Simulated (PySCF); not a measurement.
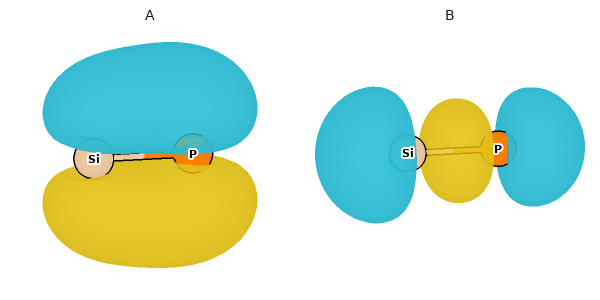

Figure 1: SiP (charge −1). Two frontier orbitals, each drawn at the value that holds 80 % of its norm (yellow and cyan are the two phases), in no order; of a degenerate pair one member is drawn.

Theory: PySCF, PBE0/aug-cc-pVDZ(-PP), non-relativistic Hamiltonian with scalar-relativistic core potentials where named, at a bond length of 2.014 Å.

Name the orbitals and rank them from lowest to highest energy.

Orbital B: σ, occupied, −1.23 eV; shared between the atoms (Si 55 %, P 45 %).
Orbital A: π, occupied, −1.13 eV; bonding, with no node between the atoms.
